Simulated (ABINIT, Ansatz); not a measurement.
# TiPbS3 (Pm-3m): zone-centre phonons, part 3 of 4

Aim: the zone-centre modes of TiPbS3 (Pm-3m).

ABINIT 10.8.3; DFT PBE, scalar-relativistic, plane waves, PseudoDojo norm-conserving pseudopotentials.

So far. Step 4 (Linear response at Γ): The acoustic modes at Γ come out as far as 1.6 cm⁻¹ from zero, where they should vanish, a small numerical error. The lowest optical mode is imaginary, 105i cm⁻¹, an instability at this level and on this k mesh. The relaxed cell has a = 4.772 Å (conventional setting).

The structure was built from a prototype and need not be the compound's stable phase.

## Step 5: Zone-centre analysis

anaddb reads the merged derivatives and imposes the acoustic sum rule.

anaddb.abi

```
ddb_filepath "gamma_DDB"
output_file "anaddb.abo"
outdata_prefix "anaddb"
asr 1
chneut 1
enunit 2
eivec 1
nph1l 1
qph1l 0.0 0.0 0.0 1.0
```

mrgddb.in

```
gamma_DDB
merged
2
dfpt_gammao_DDB
gso_DDB
```

The run is started by

```bash
$ mrgddb < mrgddb.in > mrgddb.log
$ OMP_NUM_THREADS=1 anaddb anaddb.abi > anaddb.log
```

anaddb.abo, the main output file:

```text
-outvars_anaddb: echo values of input variables ----------------------

 Miscellaneous information :
      enunit         2
       eivec         1
         asr         1
 First list of wavevector (reduced coord.) :
       nph1l         1
       qph1l
                     0.00000000E+00  0.00000000E+00  0.00000000E+00    1.000E+00

================================================================================

 read the DDB information and perform some checks

  ==== Info on the Cryst% object ====
 Real(R)+Recip(G) space primitive vectors, cartesian coordinates (Bohr,Bohr^-1):
 R(1)=  9.0172028  0.0000000  0.0000000  G(1)=  0.1108991  0.0000000  0.0000000
 R(2)=  0.0000000  9.0172028  0.0000000  G(2)=  0.0000000  0.1108991  0.0000000
 R(3)=  0.0000000  0.0000000  9.0172028  G(3)=  0.0000000  0.0000000  0.1108991
 Unit cell volume ucvol=  7.3318828E+02 bohr^3
 Angles (23,13,12)=  9.00000000E+01  9.00000000E+01  9.00000000E+01 degrees
 Time-reversal symmetry is present
 Reduced atomic positions [iatom, xred, symbol]:
    1)    0.0000000  0.0000000  0.0000000  Pb
    2)    0.5000000  0.5000000  0.5000000  Ti
    3)    0.5000000  0.5000000  0.0000000   S
    4)    0.5000000  0.0000000  0.5000000   S
    5)    0.0000000  0.5000000  0.5000000   S

 DDB file with 3 blocks has been read.

================================================================================

 Treat the first list of vectors

  Phonon wavevector (reduced coordinates) :  0.00000  0.00000  0.00000
 Phonon energies in Hartree :
  -4.760375E-04 -4.760375E-04 -4.760375E-04 -1.716471E-04 -1.716471E-04
  -1.716471E-04 -1.381781E-04 -1.381781E-04 -1.381781E-04  8.774323E-08
   8.776928E-08  8.784737E-08  1.473360E-03  1.473360E-03  1.473360E-03
 Phonon energies in meV     :
- -1.295364E+01 -1.295364E+01 -1.295364E+01 -4.670756E+00 -4.670756E+00
- -4.670756E+00 -3.760016E+00 -3.760016E+00 -3.760016E+00  2.387615E-03
-  2.388324E-03  2.390449E-03  4.009217E+01  4.009217E+01  4.009217E+01
 Phonon frequencies in cm-1    :
- -1.044782E+02 -1.044782E+02 -1.044782E+02 -3.767219E+01 -3.767219E+01
- -3.767219E+01 -3.032658E+01 -3.032658E+01 -3.032658E+01  1.925741E-02
-  1.926313E-02  1.928027E-02  3.233652E+02  3.233652E+02  3.233652E+02
 Phonon frequencies in Thz     :
- -3.132177E+00 -3.132177E+00 -3.132177E+00 -1.129384E+00 -1.129384E+00
- -1.129384E+00 -9.091679E-01 -9.091679E-01 -9.091679E-01  5.773227E-04
-  5.774941E-04  5.780079E-04  9.694244E+00  9.694244E+00  9.694244E+00
 Phonon energies in Kelvin  :
- -1.503208E+02 -1.503208E+02 -1.503208E+02 -5.420187E+01 -5.420187E+01
- -5.420187E+01 -4.363318E+01 -4.363318E+01 -4.363318E+01  2.770712E-02
-  2.771535E-02  2.774001E-02  4.652503E+02  4.652503E+02  4.652503E+02

 Eigendisplacements
 (will be given, for each mode : in cartesian coordinates
   for each atom the real part of the displacement vector,
   then the imaginary part of the displacement vector - absolute values smaller than 1.0d-7 are set to zero)
  Mode number    1   Energy   -4.760375E-04
 Attention : low frequency mode.
   (Could be unstable or acoustic mode)
-  1  0.00000000E+00  0.00000000E+00 -7.46569029E-04
-     0.00000000E+00  0.00000000E+00  0.00000000E+00
-  2  0.00000000E+00  0.00000000E+00 -7.15764298E-04
-     0.00000000E+00  0.00000000E+00  0.00000000E+00
-  3  0.00000000E+00  0.00000000E+00  1.08410860E-03
-     0.00000000E+00  0.00000000E+00  0.00000000E+00
-  4  0.00000000E+00  0.00000000E+00  2.40479257E-03
-     0.00000000E+00  0.00000000E+00  0.00000000E+00
-  5  0.00000000E+00  0.00000000E+00  2.40479257E-03
-     0.00000000E+00  0.00000000E+00  0.00000000E+00
  Mode number    2   Energy   -4.760375E-04
 Attention : low frequency mode.
   (Could be unstable or acoustic mode)
-  1  0.00000000E+00  7.46569028E-04  0.00000000E+00
-     0.00000000E+00  0.00000000E+00  0.00000000E+00
-  2  0.00000000E+00  7.15764298E-04  0.00000000E+00
-     0.00000000E+00  0.00000000E+00  0.00000000E+00
-  3  0.00000000E+00 -2.40479257E-03  0.00000000E+00
-     0.00000000E+00  0.00000000E+00  0.00000000E+00
-  4  0.00000000E+00 -1.08410860E-03  0.00000000E+00
-     0.00000000E+00  0.00000000E+00  0.00000000E+00
-  5  0.00000000E+00 -2.40479257E-03  0.00000000E+00
-     0.00000000E+00  0.00000000E+00  0.00000000E+00
  Mode number    3   Energy   -4.760375E-04
 Attention : low frequency mode.
   (Could be unstable or acoustic mode)
-  1  7.46569028E-04  0.00000000E+00  0.00000000E+00
-     0.00000000E+00  0.00000000E+00  0.00000000E+00
-  2  7.15764298E-04  0.00000000E+00  0.00000000E+00
-     0.00000000E+00  0.00000000E+00  0.00000000E+00
-  3 -2.40479257E-03  0.00000000E+00  0.00000000E+00
-     0.00000000E+00  0.00000000E+00  0.00000000E+00
-  4 -2.40479257E-03  0.00000000E+00  0.00000000E+00
-     0.00000000E+00  0.00000000E+00  0.00000000E+00
-  5 -1.08410860E-03  0.00000000E+00  0.00000000E+00
-     0.00000000E+00  0.00000000E+00  0.00000000E+00
  Mode number    4   Energy   -1.716471E-04
 Attention : low frequency mode.
   (Could be unstable or acoustic mode)
-  1  0.00000000E+00  0.00000000E+00 -7.27399272E-04
-     0.00000000E+00  0.00000000E+00  0.00000000E+00
-  2  0.00000000E+00  0.00000000E+00  2.90282757E-03
-     0.00000000E+00  0.00000000E+00  0.00000000E+00
-  3  0.00000000E+00  0.00000000E+00  9.61878641E-04
-     0.00000000E+00  0.00000000E+00  0.00000000E+00
-  4  0.00000000E+00  0.00000000E+00 -3.01355811E-04
-     0.00000000E+00  0.00000000E+00  0.00000000E+00
-  5  0.00000000E+00  0.00000000E+00 -3.01355811E-04
-     0.00000000E+00  0.00000000E+00  0.00000000E+00
  Mode number    5   Energy   -1.716471E-04
 Attention : low frequency mode.
   (Could be unstable or acoustic mode)
-  1  0.00000000E+00 -7.27399272E-04  0.00000000E+00
-     0.00000000E+00  0.00000000E+00  0.00000000E+00
-  2  0.00000000E+00  2.90282757E-03  0.00000000E+00
-     0.00000000E+00  0.00000000E+00  0.00000000E+00
-  3  0.00000000E+00 -3.01355811E-04  0.00000000E+00
-     0.00000000E+00  0.00000000E+00  0.00000000E+00
-  4  0.00000000E+00  9.61878641E-04  0.00000000E+00
-     0.00000000E+00  0.00000000E+00  0.00000000E+00
-  5  0.00000000E+00 -3.01355811E-04  0.00000000E+00
-     0.00000000E+00  0.00000000E+00  0.00000000E+00
  Mode number    6   Energy   -1.716471E-04
 Attention : low frequency mode.
   (Could be unstable or acoustic mode)
-  1  7.27399272E-04  0.00000000E+00  0.00000000E+00
-     0.00000000E+00  0.00000000E+00  0.00000000E+00
-  2 -2.90282757E-03  0.00000000E+00  0.00000000E+00
-     0.00000000E+00  0.00000000E+00  0.00000000E+00
-  3  3.01355811E-04  0.00000000E+00  0.00000000E+00
-     0.00000000E+00  0.00000000E+00  0.00000000E+00
-  4  3.01355811E-04  0.00000000E+00  0.00000000E+00
-     0.00000000E+00  0.00000000E+00  0.00000000E+00
-  5 -9.61878641E-04  0.00000000E+00  0.00000000E+00
-     0.00000000E+00  0.00000000E+00  0.00000000E+00
  Mode number    7   Energy   -1.381781E-04
 Attention : low frequency mode.
   (Could be unstable or acoustic mode)
-  1  0.00000000E+00  0.00000000E+00  0.00000000E+00
-     0.00000000E+00  0.00000000E+00  0.00000000E+00
-  2  0.00000000E+00  0.00000000E+00  0.00000000E+00
-     0.00000000E+00  0.00000000E+00  0.00000000E+00
-  3  0.00000000E+00  0.00000000E+00  0.00000000E+00
-     0.00000000E+00  0.00000000E+00  0.00000000E+00
-  4  0.00000000E+00  0.00000000E+00  2.92470830E-03
-     0.00000000E+00  0.00000000E+00  0.00000000E+00
-  5  0.00000000E+00  0.00000000E+00 -2.92470830E-03
-     0.00000000E+00  0.00000000E+00  0.00000000E+00
  Mode number    8   Energy   -1.381781E-04
 Attention : low frequency mode.
   (Could be unstable or acoustic mode)
-  1  0.00000000E+00  0.00000000E+00  0.00000000E+00
-     0.00000000E+00  0.00000000E+00  0.00000000E+00
-  2  0.00000000E+00  0.00000000E+00  0.00000000E+00
-     0.00000000E+00  0.00000000E+00  0.00000000E+00
-  3  0.00000000E+00  2.92470830E-03  0.00000000E+00
-     0.00000000E+00  0.00000000E+00  0.00000000E+00
-  4  0.00000000E+00  0.00000000E+00  0.00000000E+00
-     0.00000000E+00  0.00000000E+00  0.00000000E+00
-  5  0.00000000E+00 -2.92470830E-03  0.00000000E+00
-     0.00000000E+00  0.00000000E+00  0.00000000E+00
  Mode number    9   Energy   -1.381781E-04
 Attention : low frequency mode.
   (Could be unstable or acoustic mode)
-  1  0.00000000E+00  0.00000000E+00  0.00000000E+00
-     0.00000000E+00  0.00000000E+00  0.00000000E+00
-  2  0.00000000E+00  0.00000000E+00  0.00000000E+00
-     0.00000000E+00  0.00000000E+00  0.00000000E+00
-  3  2.92470830E-03  0.00000000E+00  0.00000000E+00
-     0.00000000E+00  0.00000000E+00  0.00000000E+00
-  4 -2.92470830E-03  0.00000000E+00  0.00000000E+00
-     0.00000000E+00  0.00000000E+00  0.00000000E+00
-  5  0.00000000E+00  0.00000000E+00  0.00000000E+00
-     0.00000000E+00  0.00000000E+00  0.00000000E+00
  Mode number   10   Energy    8.774323E-08
 Attention : low frequency mode.
   (Could be unstable or acoustic mode)
-  1  0.00000000E+00  0.00000000E+00 -1.24936171E-03
-     0.00000000E+00  0.00000000E+00  0.00000000E+00
-  2  0.00000000E+00  0.00000000E+00 -1.25112533E-03
-     0.00000000E+00  0.00000000E+00  0.00000000E+00
-  3  0.00000000E+00  0.00000000E+00 -1.25004111E-03
-     0.00000000E+00  0.00000000E+00  0.00000000E+00
-  4  0.00000000E+00  0.00000000E+00 -1.24937942E-03
-     0.00000000E+00  0.00000000E+00  0.00000000E+00
-  5  0.00000000E+00  0.00000000E+00 -1.24937942E-03
-     0.00000000E+00  0.00000000E+00  0.00000000E+00
  Mode number   11   Energy    8.776928E-08
 Attention : low frequency mode.
   (Could be unstable or acoustic mode)
-  1  0.00000000E+00  1.24936171E-03  0.00000000E+00
-     0.00000000E+00  0.00000000E+00  0.00000000E+00
-  2  0.00000000E+00  1.25112533E-03  0.00000000E+00
-     0.00000000E+00  0.00000000E+00  0.00000000E+00
-  3  0.00000000E+00  1.24937942E-03  0.00000000E+00
-     0.00000000E+00  0.00000000E+00  0.00000000E+00
-  4  0.00000000E+00  1.25004111E-03  0.00000000E+00
-     0.00000000E+00  0.00000000E+00  0.00000000E+00
-  5  0.00000000E+00  1.24937942E-03  0.00000000E+00
-     0.00000000E+00  0.00000000E+00  0.00000000E+00
  Mode number   12   Energy    8.784737E-08
 Attention : low frequency mode.
   (Could be unstable or acoustic mode)
-  1  1.24936171E-03  0.00000000E+00  0.00000000E+00
-     0.00000000E+00  0.00000000E+00  0.00000000E+00
-  2  1.25112533E-03  0.00000000E+00  0.00000000E+00
-     0.00000000E+00  0.00000000E+00  0.00000000E+00
-  3  1.24937942E-03  0.00000000E+00  0.00000000E+00
-     0.00000000E+00  0.00000000E+00  0.00000000E+00
-  4  1.24937942E-03  0.00000000E+00  0.00000000E+00
-     0.00000000E+00  0.00000000E+00  0.00000000E+00
-  5  1.25004111E-03  0.00000000E+00  0.00000000E+00
-     0.00000000E+00  0.00000000E+00  0.00000000E+00
  Mode number   13   Energy    1.473360E-03
-  1  0.00000000E+00  0.00000000E+00  1.43785086E-05
-     0.00000000E+00  0.00000000E+00  0.00000000E+00
-  2  0.00000000E+00  0.00000000E+00  9.76396730E-04
-     0.00000000E+00  0.00000000E+00  0.00000000E+00
-  3  0.00000000E+00  0.00000000E+00 -3.66670595E-03
-     0.00000000E+00  0.00000000E+00  0.00000000E+00
-  4  0.00000000E+00  0.00000000E+00  1.05788801E-03
-     0.00000000E+00  0.00000000E+00  0.00000000E+00
-  5  0.00000000E+00  0.00000000E+00  1.05788801E-03
-     0.00000000E+00  0.00000000E+00  0.00000000E+00
  Mode number   14   Energy    1.473360E-03
-  1  0.00000000E+00  1.43785086E-05  0.00000000E+00
-     0.00000000E+00  0.00000000E+00  0.00000000E+00
-  2  0.00000000E+00  9.76396730E-04  0.00000000E+00
-     0.00000000E+00  0.00000000E+00  0.00000000E+00
-  3  0.00000000E+00  1.05788801E-03  0.00000000E+00
-     0.00000000E+00  0.00000000E+00  0.00000000E+00
-  4  0.00000000E+00 -3.66670595E-03  0.00000000E+00
-     0.00000000E+00  0.00000000E+00  0.00000000E+00
-  5  0.00000000E+00  1.05788801E-03  0.00000000E+00
-     0.00000000E+00  0.00000000E+00  0.00000000E+00
  Mode number   15   Energy    1.473360E-03
-  1  1.43785086E-05  0.00000000E+00  0.00000000E+00
-     0.00000000E+00  0.00000000E+00  0.00000000E+00
-  2  9.76396730E-04  0.00000000E+00  0.00000000E+00
-     0.00000000E+00  0.00000000E+00  0.00000000E+00
-  3  1.05788801E-03  0.00000000E+00  0.00000000E+00
-     0.00000000E+00  0.00000000E+00  0.00000000E+00
-  4  1.05788801E-03  0.00000000E+00  0.00000000E+00
-     0.00000000E+00  0.00000000E+00  0.00000000E+00
-  5 -3.66670595E-03  0.00000000E+00  0.00000000E+00
-     0.00000000E+00  0.00000000E+00  0.00000000E+00

 Analysis of degeneracies and characters (maximum tolerance=1.00E-06 a.u.)
 For each vibration mode, or group of modes if degenerate,
 the characters are given for each symmetry operation (see the list in the log file).
 Symmetry characters of vibration mode #   1
       degenerate with vibration modes #   2 to    3
  3.0 -3.0 -1.0  1.0 -1.0  1.0 -1.0  1.0  1.0 -1.0 -1.0  1.0  1.0 -1.0 -1.0  1.0
 -0.0  0.0  0.0 -0.0  0.0 -0.0  0.0 -0.0  1.0 -1.0 -1.0  1.0 -1.0  1.0  1.0 -1.0
 -0.0  0.0  0.0 -0.0  0.0 -0.0  0.0 -0.0  1.0 -1.0  1.0 -1.0 -1.0  1.0 -1.0  1.0
 Symmetry characters of vibration mode #   4
       degenerate with vibration modes #   5 to    6
  3.0 -3.0 -1.0  1.0 -1.0  1.0 -1.0  1.0  1.0 -1.0 -1.0  1.0  1.0 -1.0 -1.0  1.0
 -0.0  0.0  0.0 -0.0 -0.0  0.0  0.0 -0.0  1.0 -1.0 -1.0  1.0 -1.0  1.0  1.0 -1.0
 -0.0  0.0 -0.0  0.0  0.0 -0.0  0.0 -0.0  1.0 -1.0  1.0 -1.0 -1.0  1.0 -1.0  1.0
 Symmetry characters of vibration mode #   7
       degenerate with vibration modes #   8 to    9
  3.0 -3.0 -1.0  1.0 -1.0  1.0 -1.0  1.0 -1.0  1.0  1.0 -1.0 -1.0  1.0  1.0 -1.0
 -0.0  0.0 -0.0  0.0  0.0 -0.0  0.0 -0.0 -1.0  1.0  1.0 -1.0  1.0 -1.0 -1.0  1.0
 -0.0  0.0  0.0 -0.0  0.0 -0.0 -0.0  0.0 -1.0  1.0 -1.0  1.0  1.0 -1.0  1.0 -1.0
 Symmetry characters of vibration mode #  10
       degenerate with vibration modes #  11 to   12
  3.0 -3.0 -1.0  1.0 -1.0  1.0 -1.0  1.0  1.0 -1.0 -1.0  1.0  1.0 -1.0 -1.0  1.0
  0.0 -0.0  0.0 -0.0 -0.0  0.0 -0.0  0.0  1.0 -1.0 -1.0  1.0 -1.0  1.0  1.0 -1.0
  0.0 -0.0 -0.0  0.0 -0.0  0.0  0.0 -0.0  1.0 -1.0  1.0 -1.0 -1.0  1.0 -1.0  1.0
 Symmetry characters of vibration mode #  13
       degenerate with vibration modes #  14 to   15
  3.0 -3.0 -1.0  1.0 -1.0  1.0 -1.0  1.0  1.0 -1.0 -1.0  1.0  1.0 -1.0 -1.0  1.0
  0.0 -0.0 -0.0  0.0  0.0 -0.0  0.0 -0.0  1.0 -1.0 -1.0  1.0 -1.0  1.0  1.0 -1.0
  0.0 -0.0  0.0 -0.0  0.0 -0.0 -0.0  0.0  1.0 -1.0  1.0 -1.0 -1.0  1.0 -1.0  1.0
-
```

Wall time 0.65 s (1 thread of Intel Xeon 6975P-C (Granite Rapids), shared host).

This step gave:

* highest optical zone-centre mode (no LO-TO term): 323.4 cm⁻¹
* lowest optical zone-centre mode: -104.5 cm⁻¹

No LO-TO term; unit eigenvectors of the mass-weighted matrix, from anaddb's displacements. Modes at Γ, with each element's share of the kinetic energy (negative means imaginary):

| mode | frequency (cm⁻¹) | symmetry | Pb % | Ti % | S % |
| --- | --- | --- | --- | --- | --- |
| 1 | -104.5 | T1u | 21 | 4 | 74 |
| 2 | -104.5 | T1u | 21 | 4 | 74 |
| 3 | -104.5 | T1u | 21 | 4 | 74 |
| 4 | -37.7 | T1u | 20 | 74 | 6 |
| 5 | -37.7 | T1u | 20 | 74 | 6 |
| 6 | -37.7 | T1u | 20 | 74 | 6 |
| 7 | -30.3 | T2u | 0 | 0 | 100 |
| 8 | -30.3 | T2u | 0 | 0 | 100 |
| 9 | -30.3 | T2u | 0 | 0 | 100 |
| 10 | 0.0 | acoustic | 59 | 14 | 27 |
| 11 | 0.0 | acoustic | 59 | 14 | 27 |
| 12 | 0.0 | acoustic | 59 | 14 | 27 |
| 13 | 323.4 | T1u | 0 | 8 | 92 |
| 14 | 323.4 | T1u | 0 | 8 | 92 |
| 15 | 323.4 | T1u | 0 | 8 | 92 |

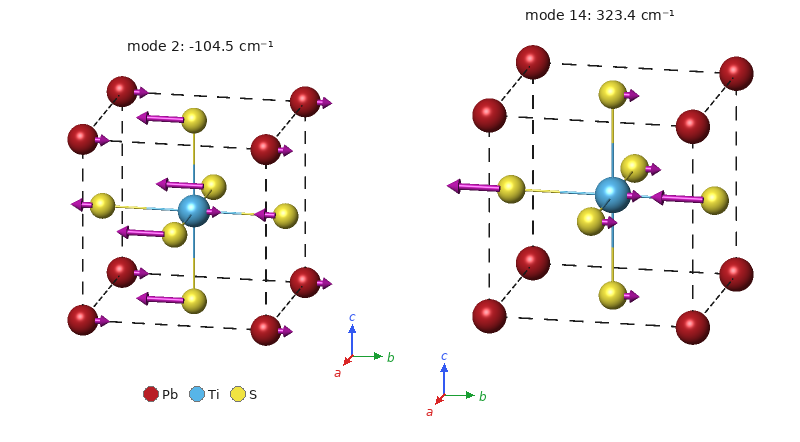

Displacement patterns of modes 2 and 14 at Γ; arrows are exaggerated. Some periodic images of atoms are drawn too.

The rule also moves an optical mode by 1.1 cm⁻¹.

(Part 3 of 4 ends here.)

[Host names and launcher messages were left out of these logs when they were recorded.]

[Logs are printed without paths, hosts, clocks, repeated set-up lines and the standing remarks that a program may print on its own settings, such as how far it seeks lower states.]

[Hosts, paths, dates, database ids (printed as entryN), source tags and the programs' standing remarks are cut or masked in the printed files.]
